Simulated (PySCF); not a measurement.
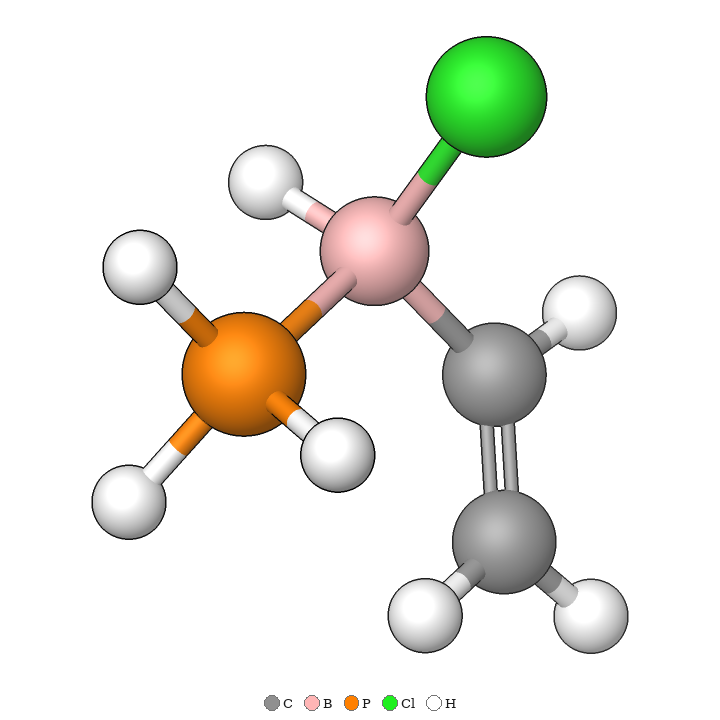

A ball-and-stick model of a molecule. Multiple sticks mark multiple bonds (one Kekulé form).

What does the picture show?

It has 12 atoms: 2 carbon, 7 hydrogen, 1 boron, 1 chlorine and 1 phosphorus (C2H7BClP). As SMILES it reads `C=C[B@@H-]([PH3+])Cl`. It has no ring. Among its groups: alkene, B–H bond. The point group is C1. Coordination: 2 C trigonal planar; 1 B tetrahedral; 1 P tetrahedral.

More results for the same structure follow; atom numbers are the same in all pictures, views and colours differ. The geometry was computed by an optimisation with PBE0-D3(BJ)/def2-SVP. No frequency run is at hand to confirm it as a minimum.

Dipole moment

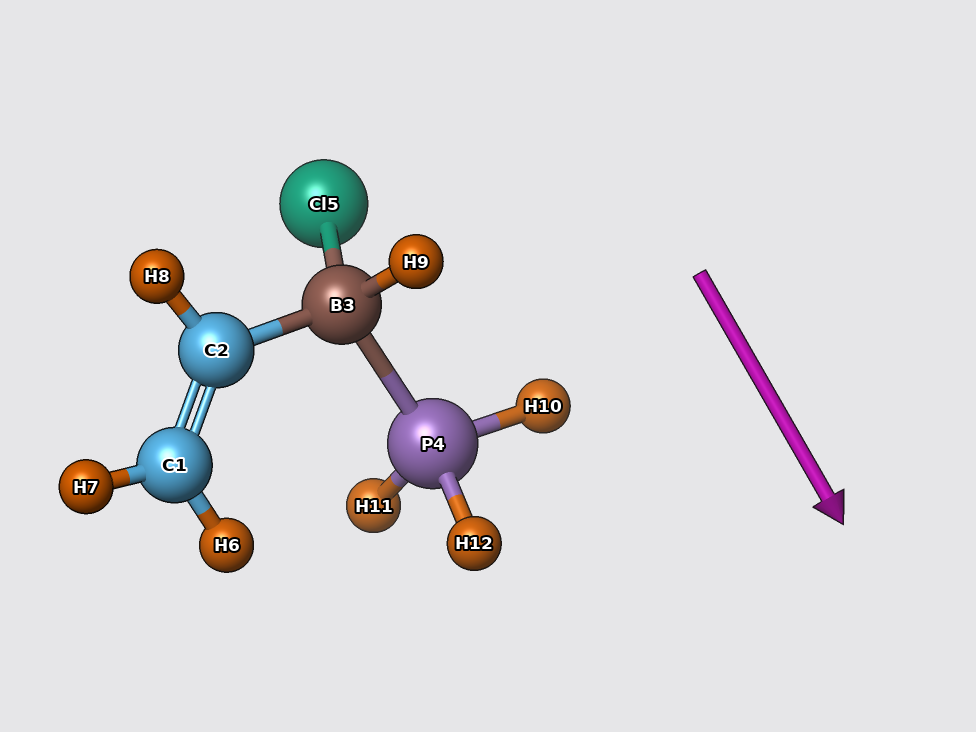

The arrow beside the molecule shows the direction of the dipole moment, from the negative to the positive end (its length means nothing). No frequency run is at hand to confirm it as a minimum. Level of theory: CAM-B3LYP/pcSseg-2, gas phase (PySCF 2.14.0).

Estimate the dipole moment.

4.84 D; it points from the side of H8 to the side of H12 (the outermost atoms at the two ends).

Levels of theory compared

No frequency run is at hand to confirm it as a minimum. Program: PySCF 2.14.0.

Tabulate HOMO energy (eV), HOMO–LUMO gap (eV) at these levels: B97-2/pcSseg-2; BHandHLYP/pcSseg-2; CAM-B3LYP/pcSseg-2; LC-wPBE/pcSseg-2; PBE0/6-31G; PBE0/STO-3G; PBE0/pcSseg-2; WP04/pcSseg-2; mPW1PW91/pcSseg-2; ωB97X-D/pcSseg-2.

```tsv
level	HOMO energy (eV)	HOMO–LUMO gap (eV)
B97-2/pcSseg-2	−7.09	6.80
BHandHLYP/pcSseg-2	−8.30	8.77
CAM-B3LYP/pcSseg-2	−8.66	9.27
LC-wPBE/pcSseg-2	−10.03	11.83
PBE0/6-31G	−7.09	7.41
PBE0/STO-3G	−4.96	8.81
PBE0/pcSseg-2	−7.34	7.09
WP04/pcSseg-2	−8.33	6.17
mPW1PW91/pcSseg-2	−7.36	7.09
ωB97X-D/pcSseg-2	−9.18	10.70
```

NMR shielding

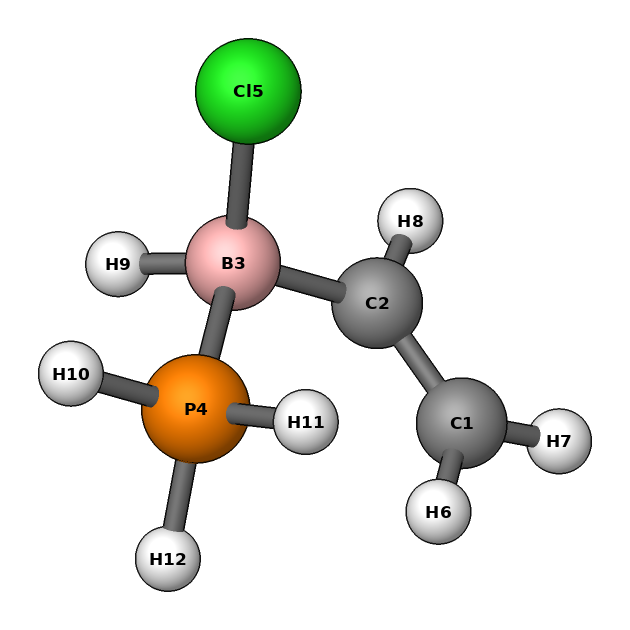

No frequency run is at hand to confirm it as a minimum. Method: GIAO PBE0/pcSseg-2 NMR shielding, non-relativistic, gas phase (PySCF 2.14.0). Principal shieldings σ11 ≤ σ22 ≤ σ33, span Ω = σ33 − σ11, skew κ = 3(σiso − σ22)/Ω.

Give the shielding tensors of the P atoms.

| atom | σ11 | σ22 | σ33 | σiso | Ω | κ |
| --- | --- | --- | --- | --- | --- | --- |
| P4 | 406.8 | 439.7 | 498.5 | 448.3 | 91.6 | 0.28 |

Shieldings and span in ppm.
